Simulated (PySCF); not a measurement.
## Electronic structure of C$_{3}$H$_{7}$FSi$_{2}$ in real space

```xyz
13

C     2.8793    0.4827    0.5693
C     1.9793   -0.0314   -0.0399
Si    0.6007   -0.8200   -0.9926
C    -0.9572    0.2580   -0.7636
Si   -1.6125    0.3530    1.0067
F    -1.8872   -1.1608    1.4946
H     3.6684    0.9304    1.1031
H     0.9840   -0.8332   -2.4131
H     0.3865   -2.1822   -0.4969
H    -1.7425   -0.1328   -1.4128
H    -0.7449    1.2664   -1.1189
H    -0.6382    0.8777    1.9506
H    -2.9201    0.9926    1.0957
```

Geometry: GFN2-xTB.

These are results of wB97X-D/def2-SVPD, SCF density, gas phase in PySCF, not measurements.

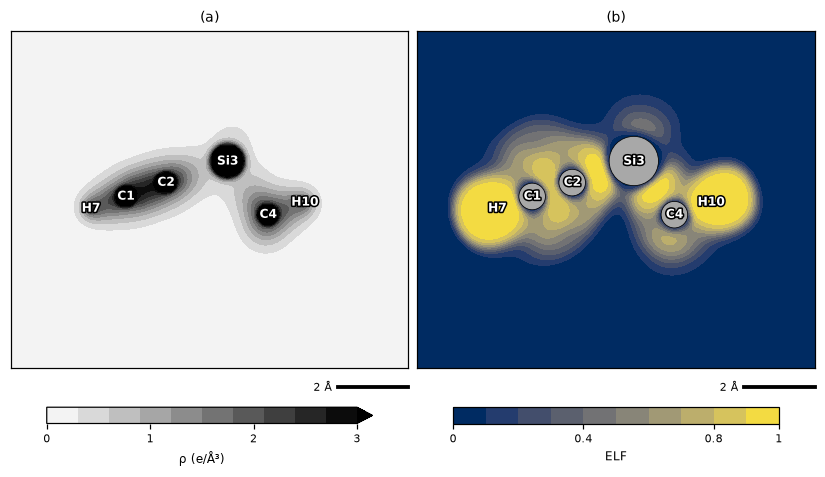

Figure 1. (a) electron density; (b) electron localisation function on the plane of atoms C2, Si3 and C4. Grey discs cover the atomic cores in the ELF map.

What does the map show?

The plane passes through C, Si and H nuclei.
C–C (1.20 Å): the density is about 2.7 e/Å³ at the midpoint; the ELF peaks at about 0.85 between the atoms (a multiple bond).
C–Si (1.85 Å): the density is about 0.93 e/Å³ at the midpoint; the ELF peaks at about 0.95 between the atoms, as expected for a shared electron pair.
C–H (1.05 Å): ρ is about 2.1 e/Å³ halfway; the ELF climbs to about 1 towards the hydrogen, as it does in any bond to H; a covalent bond by its length.
C–Si (1.91 Å): the density is about 0.9 e/Å³ at the midpoint; the ELF peaks at about 0.95 between the atoms, as expected for a covalent bond.

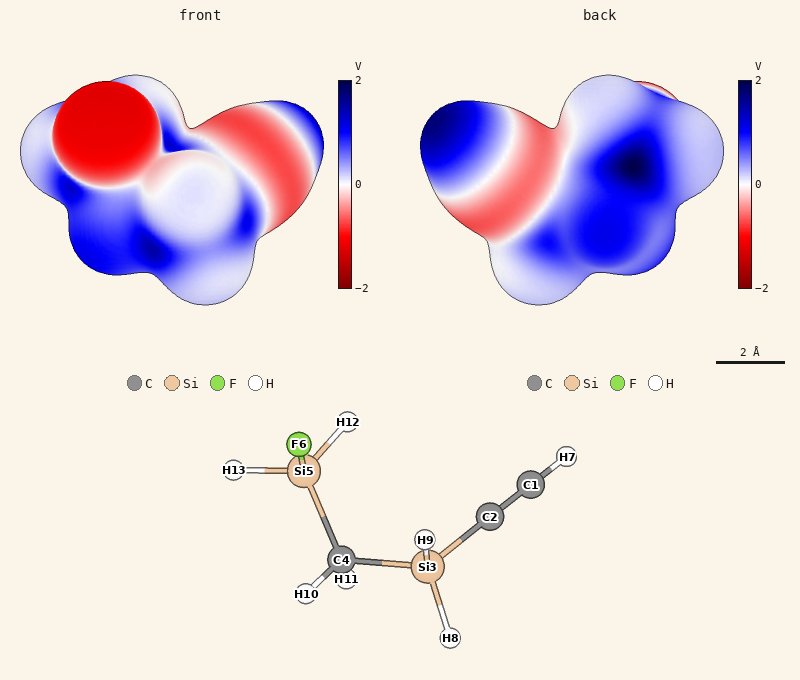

Figure 2. The molecular electrostatic potential painted on the density surface at 0.002 e/bohr³, seen from the front and from behind; the colour scale runs from red (negative) to blue (positive). The bare structure is drawn below in the same view.

Describe the electrostatic potential map.

The most negative region (about −1.2 V, or −28 kcal/mol for a unit charge) lies over F6, the most positive (about +1.8 V, or +42 kcal/mol for a unit charge) over Si5 and H7.

How polar is the molecule by this calculation?

Its dipole moment is 2.01 D.
